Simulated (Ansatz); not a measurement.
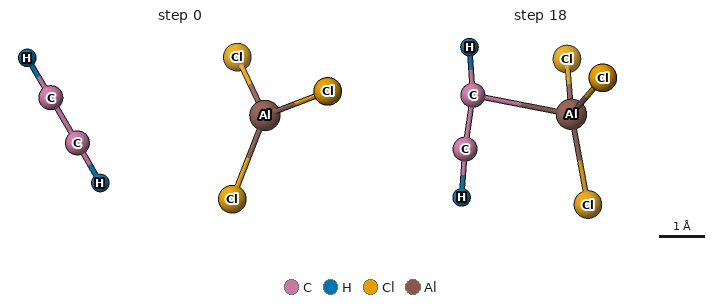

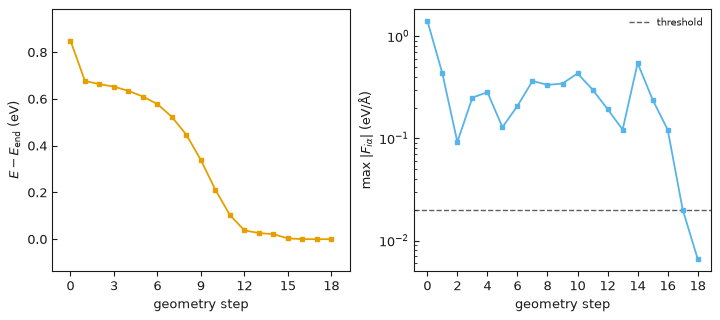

First and last geometry of a relaxation of C₂H₂AlCl₃, with the history of the run. Style: ball-and-stick. Shown face on.

The run prepares the start of a later molecular dynamics calculation, from a guessed geometry.

Computed with RKS revPBE-D4/STO-3G in Ansatz 0.2.0.

Input
```yaml
crystal:
  periodic: [false, false, false]
  atoms:
    - { symbol: C, position_ang: [-0.4663, -0.2103, -1.9949] }
    - { symbol: C, position_ang: [0.4593, 0.2606, -2.5828] }
    - { symbol: H, position_ang: [-1.2809, -0.6384, -1.489] }
    - { symbol: H, position_ang: [1.2733, 0.6731, -3.102] }
    - { symbol: Cl, position_ang: [-0.1065, 1.5669, 3.541] }
    - { symbol: Al, position_ang: [0.0122, -0.0191, 2.2777] }
    - { symbol: Cl, position_ang: [-1.7001, -0.7747, 1.4948] }
    - { symbol: Cl, position_ang: [1.8091, -0.8581, 1.8551] }
basis:
  gaussian: { orbitals: STO-3G }
hamiltonian:
  xc: revpbe
  dispersion: d4
relax:
  f_tol: 0.02
  max_steps: 40
scf:
  lower_state_search: "off"
output:
  orbitals: {}
```

Command:
```bash
ansatz run input.yaml --threads 1 --pin off --max-ram 2048MiB --backend cpu --events-out ev --progress --plain --runs-dir out
```

Read the history and describe the run.

Answer. It converged. Cl5 moves most after the best rigid fit: 2.00 Å. By element the largest moves are Cl 2.00 Å, H 1.87 Å, C 1.40 Å, Al 1.21 Å. Some distances before and after: C2–Al6 4.889 → 2.334 Å, C1–Al6 4.304 → 2.569 Å, Al6–Cl7 2.029 → 2.096 Å, Al6–Cl8 2.028 → 2.093 Å. New bonds form, among them: C2–Al6 (4.89 → 2.33 Å). Among the angles between lasting bonds that change: C1–C2–H4 179.9° → 167.4°, Cl7–Al6–Cl8 120.9° → 117.3°, C2–C1–H3 179.0° → 175.7°. After 18 geometry steps the energy has fallen by 0.850 eV. Largest force component: 1.4 eV/Å at the start, 0.0066 eV/Å at the end. The run took 42 s on 1 thread of Arm Neoverse V1, on a shared host, peak memory 0.12 GiB.

Limits of the set-up: the start holds two separate molecules, 3.0 Å apart at their closest, whose relative position is a soft coordinate; STO-3G is a minimal basis, so the numbers are rough.
